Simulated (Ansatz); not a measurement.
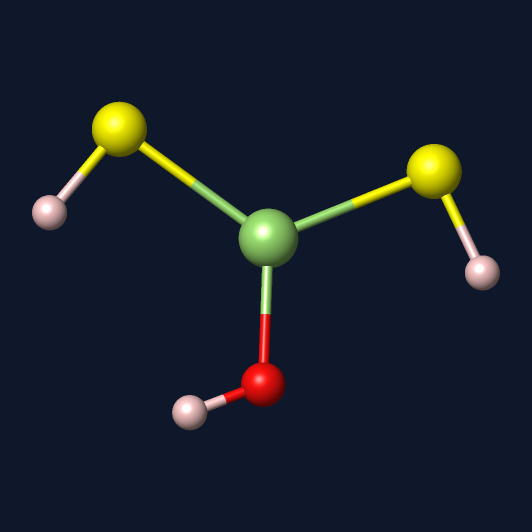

Rendered structure (ball-and-stick style). Every bond is drawn as one stick, whatever its order. Colours: oxygen red, gallium green, sulfur yellow, hydrogen pink.

What is the molecular formula?

GaH3OS2, 7 atoms: 1 gallium, 3 hydrogen, 1 oxygen and 2 sulfur.

Give the symmetry (Schoenflies symbol).

Cs.

How many atoms are distinct by symmetry?

7: 1 O, 1 Ga, 1 S, 1 S, 1 H, 1 H, 1 H.

More results for the same structure follow; atom numbers are the same in all pictures, views and colours differ. Computed geometry: PBE0-D4/def2-TZVP optimisation.

## Levels of theory compared

Program: Ansatz 0.2.0.

At this fixed geometry, give HOMO energy (eV) at these levels: B3LYP-D4/def2-TZVPP; B97M-V/def2-TZVPP; CAM-B3LYP-D4/def2-TZVPP; HSE06 (plane-wave form)-D4/def2-TZVPP; PBE0-D4/def2-QZVPP; PBE0-D4/def2-TZVPP; r2SCANh-D4/def2-TZVPP; revPBE-D4/def2-TZVPP; ωB97M-V/def2-QZVPP; ωB97M-V/def2-SVP; ωB97X-V/def2-TZVPP.

| level | HOMO energy (eV) |
| --- | --- |
| B3LYP-D4/def2-TZVPP | −7.40 |
| B97M-V/def2-TZVPP | −6.78 |
| CAM-B3LYP-D4/def2-TZVPP | −8.96 |
| HSE06 (plane-wave form)-D4/def2-TZVPP | −7.26 |
| PBE0-D4/def2-QZVPP | −7.70 |
| PBE0-D4/def2-TZVPP | −7.67 |
| r2SCANh-D4/def2-TZVPP | −7.18 |
| revPBE-D4/def2-TZVPP | −6.38 |
| ωB97M-V/def2-QZVPP | −9.88 |
| ωB97M-V/def2-SVP | −9.62 |
| ωB97X-V/def2-TZVPP | −10.01 |

## Dipole moment

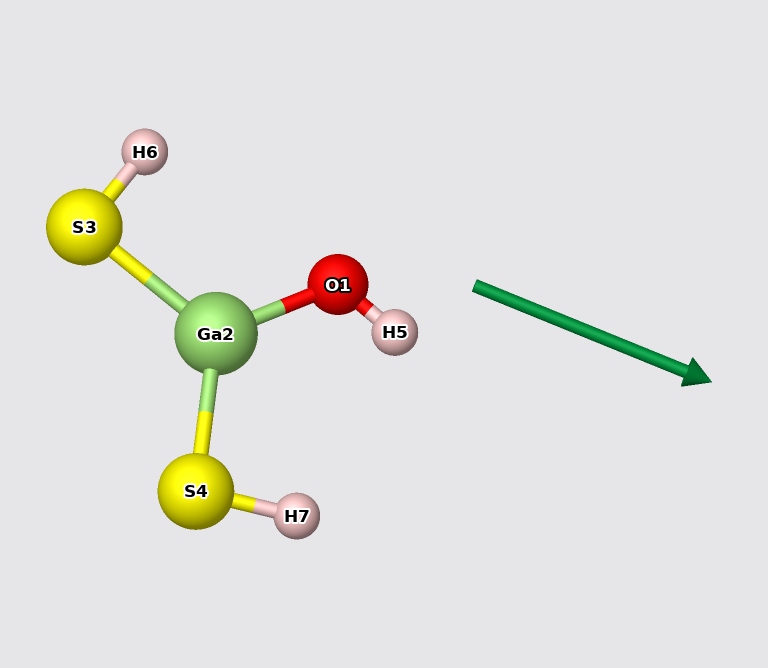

The arrow beside the molecule shows the direction of the dipole moment, from the negative to the positive end (its length means nothing). Properties computed with RKS PBE0-D4/def2-TZVP (Ansatz 0.2.0).

How large is the dipole moment?

1.93 D; it points from the side of S3 to the side of H5 (the outermost atoms at the two ends).

## Charges

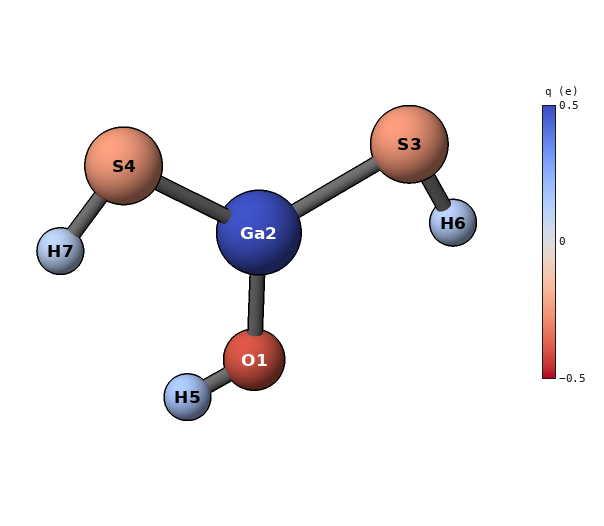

Atoms are coloured by their Mulliken charges. Properties computed with RKS ωB97M-V/def2-TZVPP (Ansatz 0.2.0).

Which atom carries the highest charge (most positive or least negative)?

Ga2 (0.49 e).

And the lowest?

O1 (−0.39 e).

List the Mulliken charges.

```
atom  value (e)
  O1      −0.39
 Ga2       0.49
  S3      −0.25
  S4      −0.24
  H5       0.16
  H6       0.13
  H7       0.11
```

Mulliken values depend strongly on the basis set and can even reverse the polarity of a bond.
